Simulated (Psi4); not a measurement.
# SiPH4Cl+ (SMILES [PH2+][SiH2]Cl): UB3LYP/6-31G(d) (Cartesian functions)

Aim: the energy change on altering one bond length of SiPH4Cl+ at UB3LYP/6-31G* (Cartesian functions), from 2 runs. 

The results are computed with Psi4 1.11.

## Step 1: The molecule

SiPH4Cl+ has 7 atoms, charge +1, and is taken as a doublet. As SMILES, `[PH2+][SiH2]Cl`. The coordinates come from a GFN2-xTB relaxation. This is one conformer, not always the lowest.

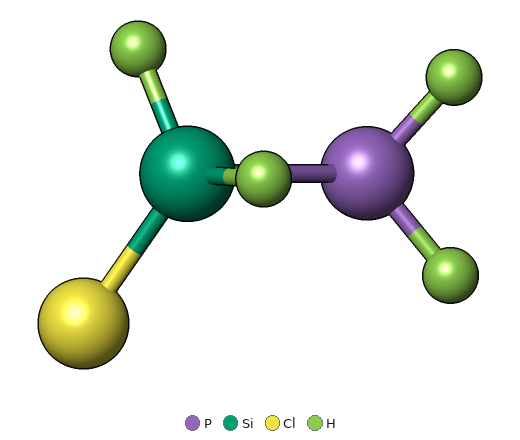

The structure, seen from a chosen angle (phosphorus purple, silicon teal, chlorine yellow, hydrogen green).

## Step 2: A single-point energy at UB3LYP/6-31G(d) (Cartesian functions)

The input, job.json:

```json
{
 "schema_name": "qcschema_input",
 "schema_version": 1,
 "molecule": {
  "schema_name": "qcschema_molecule",
  "schema_version": 2,
  "symbols": ["P", "Si", "Cl", "H", "H", "H", "H"],
  "geometry": [-2.45386606, 0.40993829, -0.66270805, 1.71298004, -0.24611793, 1.11559982, 1.79299104, -3.62602539, 2.63083892, -3.19067028, -1.21171129, -2.59635141, -2.65621794, 2.66288867, -2.00076643, 1.72671835, 1.94084322, 2.78381225, 3.06806485, 0.07020333, -1.27042508],
  "molecular_charge": 1,
  "molecular_multiplicity": 2,
  "fix_symmetry": "c1",
  "fix_com": true,
  "fix_orientation": true
 },
 "driver": "energy",
 "model": {
  "method": "b3lyp",
  "basis": "6-31G*"
 },
 "keywords": {
  "reference": "uks",
  "puream": false,
  "e_convergence": 1e-09,
  "d_convergence": 1e-08,
  "scf_type": "pk",
  "dft_radial_points": 99,
  "dft_spherical_points": 590,
  "maxiter": 200
 }
}
```

Run with:

```
$ psi4 --qcschema job.json -n 1 --memory 1600MB
```

stdout:

```text
[...]
  Running in c1 symmetry.
[...]
  Nuclear repulsion =  190.839193263259858
[...]
  Multiplicity = 2
[...]
  Nalpha       = 25
  Nbeta        = 24
[...]
    Number of basis functions: 65
[...]
   @UKS iter   1: -1093.13259504772668    9.12505e-02   2.84782e-03 DIIS/ADIIS
[...]
   @UKS iter  12: -1093.15253709165449    6.82121e-13   5.25248e-09 DIIS
[...]
   @S^2 Observed:                7.528114561E-01
[...]
    Orbital Energies [Eh]
    ---------------------
    Alpha Occupied:
       1A   -101.745101     2A    -77.352934     3A    -66.399843
       4A     -9.665226     5A     -7.426889     6A     -7.420435
       7A     -7.419406     8A     -6.829342     9A     -5.549386
      10A     -4.996261    11A     -4.988698    12A     -4.986948
      13A     -3.910903    14A     -3.907517    15A     -3.904531
      16A     -1.047215    17A     -0.903571    18A     -0.753982
      19A     -0.645819    20A     -0.609967    21A     -0.607623
      22A     -0.593233    23A     -0.536070    24A     -0.521357
      25A     -0.504233
    Alpha Virtual:
[...]
  @UKS Final Energy: -1093.15253709165449
   => Energetics <=
    Nuclear Repulsion Energy =            190.8391932632598582
    One-Electron Energy =               -1879.9022294916153442
    Two-Electron Energy =                 655.2575638671888782
    DFT Exchange-Correlation Energy =     -59.3470647304879861
    Empirical Dispersion Energy =           0.0000000000000000
    VV10 Nonlocal Energy =                  0.0000000000000000
    Total Energy =                      -1093.1525370916547217
[...]
 Multipole Moments:
 ------------------------------------------------------------------------------------
     Multipole            Electronic (a.u.)      Nuclear  (a.u.)        Total (a.u.)
 ------------------------------------------------------------------------------------
 L = 1.  Multiply by 2.5417464519 to convert [e a0] to [Debye]
 Dipole X            :        -17.1315095           16.6024723           -0.5290372
 Dipole Y            :         55.6421418          -55.4767844            0.1653574
 Dipole Z            :        -47.4563660           47.3183077           -0.1380583
 Magnitude           :                                                    0.5712123
[...]
```

The result, in JSON:

```text
{
 "driver": "energy",
 "model": {
  "method": "b3lyp",
  "basis": "6-31G*"
 },
 "success": true,
 "return_result": -1093.1525370916545,
 "properties": {
  "calcinfo_nbasis": 65,
  "calcinfo_nmo": 65,
  "calcinfo_nalpha": 25,
  "calcinfo_nbeta": 24,
  "calcinfo_natom": 7,
  "nuclear_repulsion_energy": 190.83919326325986,
  "return_energy": -1093.1525370916545,
  "scf_one_electron_energy": -1879.9022294916153,
  "scf_two_electron_energy": 655.2575638671889,
  "scf_xc_energy": -59.347064730487986,
  "scf_dipole_moment": [-0.5290372029551094, 0.1653574485871232, -0.13805828706910717],
  "scf_total_energy": -1093.1525370916545,
  "scf_iterations": 12
 }
}
```

Run time: 9.6 s. Hardware: 1 thread of AMD EPYC 9R45 (Zen 5), shared host; peak memory 0.84 GiB.

## Step 3: The distorted shape, same level

The input, job.py:

```python
import psi4

psi4.set_memory(1600000000)
psi4.set_num_threads(1)
psi4.set_output_file('psi4.out', False)

mol = psi4.geometry("""
1 2
P     -3.062574     0.494673    -1.103541
Si     0.906470    -0.130240     0.590350
Cl     0.948810    -1.918810     1.392180
H     -3.452474    -0.363467    -2.126781
H     -3.169654     1.686883    -1.811611
H      0.913740     1.027050     1.473130
H      1.623550     0.037150    -0.672280
symmetry c1
no_reorient
no_com
""")

psi4.set_options({
    'basis': '6-31G*',
    'reference': 'uks',
    'puream': False,
    'e_convergence': 1e-09,
    'd_convergence': 1e-08,
    'scf_type': 'pk',
    'dft_radial_points': 99,
    'dft_spherical_points': 590,
    'maxiter': 200,
})

e = psi4.energy('b3lyp', molecule=mol)
print(f'total energy {e:.8f} hartree = {e * 27.211386:.5f} eV')
for k, v in sorted(psi4.core.scalar_variables().items()):
    print(f'{k:45s} {v:18.10f}')
```

Run with:

```
$ python job.py
```

psi4.out:

```text
[...]
  Running in c1 symmetry.
[...]
  Nuclear repulsion =  152.925913438735421
[...]
  Multiplicity = 2
[...]
  Nalpha       = 25
  Nbeta        = 24
[...]
    Number of basis functions: 65
[...]
   @UKS iter   1: -1093.05577205505074   -1.07816e-01   3.50943e-03 ADIIS/DIIS
[...]
   @UKS iter  15: -1093.09782896676120   -3.18323e-12   6.70180e-09 DIIS
[...]
   @S^2 Observed:                7.552559257E-01
[...]
    Orbital Energies [Eh]
    ---------------------
    Alpha Occupied:
       1A   -101.777537     2A    -77.263506     3A    -66.438186
       4A     -9.696522     5A     -7.457996     6A     -7.452752
       7A     -7.450146     8A     -6.737327     9A     -5.585738
      10A     -4.904620    11A     -4.896932    12A     -4.893758
      13A     -3.949104    14A     -3.943094    15A     -3.939754
      16A     -1.072551    17A     -0.803832    18A     -0.768691
      19A     -0.630471    20A     -0.619202    21A     -0.574260
      22A     -0.560564    23A     -0.542677    24A     -0.464260
      25A     -0.405843
    Alpha Virtual:
[...]
  @UKS Final Energy: -1093.09782896676120
   => Energetics <=
    Nuclear Repulsion Energy =            152.9259134387354209
    One-Electron Energy =               -1804.6890301584669487
    Two-Electron Energy =                 617.9418213742774242
    DFT Exchange-Correlation Energy =     -59.2765336213071379
    Empirical Dispersion Energy =           0.0000000000000000
    VV10 Nonlocal Energy =                  0.0000000000000000
    Total Energy =                      -1093.0978289667611989
[...]
 Multipole Moments:
 ------------------------------------------------------------------------------------
     Multipole            Electronic (a.u.)      Nuclear  (a.u.)        Total (a.u.)
 ------------------------------------------------------------------------------------
 L = 1.  Multiply by 2.5417464519 to convert [e a0] to [Debye]
 Dipole X            :         39.8758724          -40.0680482           -0.1921758
 Dipole Y            :         46.5228619          -46.5541949           -0.0313330
 Dipole Z            :        -23.1070459           23.1327101            0.0256642
 Magnitude           :                                                    0.1963975
[...]
```

The script printed:

```text
total energy -1093.09782897 hartree = -29744.70696 eV
CURRENT ENERGY                                  -1093.0978289668
CURRENT REFERENCE ENERGY                        -1093.0978289668
DD SOLVATION ENERGY                                 0.0000000000
DFT FUNCTIONAL TOTAL ENERGY                     -1093.0978289668
DFT TOTAL ENERGY                                -1093.0978289668
DFT VV10 ENERGY                                     0.0000000000
DFT XC ENERGY                                     -59.2765336213
GRID ELECTRONS ALPHA                               25.0000000396
GRID ELECTRONS BETA                                24.0000000428
GRID ELECTRONS TOTAL                               49.0000000825
NUCLEAR REPULSION ENERGY                          152.9259134387
ONE-ELECTRON ENERGY                             -1804.6890301585
PCM POLARIZATION ENERGY                             0.0000000000
PE ENERGY                                           0.0000000000
SCF ITERATION ENERGY                            -1093.0978289668
SCF ITERATIONS                                     15.0000000000
SCF TOTAL ENERGY                                -1093.0978289668
TWO-ELECTRON ENERGY                               617.9418213743
XC GRID RADIAL POINTS                              99.0000000000
XC GRID SPHERICAL POINTS                          590.0000000000
XC GRID TOTAL POINTS                           390176.0000000000
```

Run time: 9.9 s. Hardware: 1 thread of AMD EPYC 9R45 (Zen 5), shared host; peak memory 0.76 GiB.

## Step 4: Outcome

At UB3LYP/6-31G* (Cartesian functions):

| quantity | value |
| --- | --- |
| first shape: total energy | -1093.15254 Eh |
| first shape: HOMO energy (highest over α and β) | -13.72 eV |
| first shape: LUMO energy (lowest over α and β) | -10.56 eV |
| first shape: ⟨S²⟩ | 0.753 |
| distorted shape: total energy | -1093.09783 Eh |
| distorted shape: HOMO energy (highest over α and β) | -11.04 eV |
| distorted shape: LUMO energy (lowest over α and β) | -9.53 eV |
| distorted shape: ⟨S²⟩ | 0.755 |
| energy change with the P1–Si2 bond stretched from 2.422 to 4.360 Å | 1.489 eV |

In words: With the P1–Si2 bond stretched from 2.422 to 4.360 Å the energy rises by 1.49 eV (144 kJ/mol). The first shape isn't relaxed at this level, so the change isn't measured from a minimum.
